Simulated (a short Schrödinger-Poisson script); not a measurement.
System: symmetric double-gate stack, SiO2 on p-type GaN, at 300 K.

```tsv
layer	material	thickness (nm)	Na (cm⁻³)
1	SiO2	3.7	-
2	GaN	14	7e16
3	SiO2	3.7	-
```

Constants are typed, rounded textbook-type inputs, not results; the design itself was drawn at random and stands for no fabricated device. SiO2: permittivity 3.9, conduction-band edge (eV) 3.2, gap (eV) 9, electron mass (mₑ) 0.5. GaN: permittivity 9.5, conduction-band edge (eV) 0, gap (eV) 3.43, Nv at 300 K (cm⁻³) 4.6e19.

Channel valleys (confinement mass, in-plane density-of-states mass, number): Γ 0.2, 0.2, 1. At the gates, both at one voltage, the conduction-band edge of layer 1 lies 3.33 eV − eVg above the Fermi level of the channel. Gaps are held at their typed values at every temperature. Mesh 0.03 nm at interfaces.

Solved with a short Schrödinger-Poisson script written for these runs: 1D Poisson equation in equilibrium, electrons quantum, Hartree plus LDA exchange-correlation (BenDaniel-Duke, 12 states a valley, the channel's in-plane mass for all, wave functions free to enter the dielectric), parabolic valleys, classical holes, full ionisation, no traps, pinning or gate leakage.

Only gate voltages with over 1e8 electrons/cm² are shown.

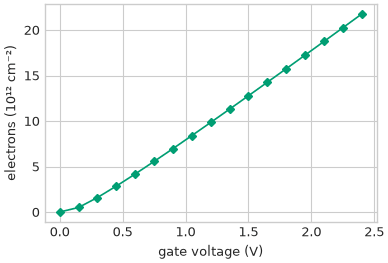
*Sheet density against gate voltage*

```
Vg (V)  electrons (cm⁻²)  C (μF/cm²)  Γ E0 (meV)  Γ E1 (meV)
------  ----------------  ----------  ----------  ----------
0                1.08e10      0.0682       146.5       172.1
0.15             5.10e11       0.997        46.4        68.7
0.3              1.60e12        1.28        16.1        32.0
0.45             2.86e12        1.39        -0.3        10.7
0.6              4.19e12        1.45       -12.5        -4.9
0.75             5.56e12        1.49       -23.0       -17.7
0.9              6.97e12        1.52       -32.7       -28.9
1.05             8.40e12        1.54       -41.8       -39.1
1.2              9.85e12        1.55       -50.7       -48.6
1.35             1.13e13        1.57       -59.3       -57.8
1.5              1.28e13        1.58       -67.7       -66.6
1.65             1.43e13        1.59       -76.1       -75.2
1.8              1.57e13        1.59       -84.3       -83.6
1.95             1.72e13        1.60       -92.5       -92.0
2.1              1.87e13        1.61      -100.6      -100.2
2.25             2.02e13        1.61      -108.7      -108.4
2.4              2.18e13        1.62      -116.8      -116.5
```

Subbands count from the Fermi level. The capacitance is that of both gates.

In real p-type GaN the Mg acceptor is only partly ionised, and so wide a gap doesn't supply an inversion layer without source and drain.
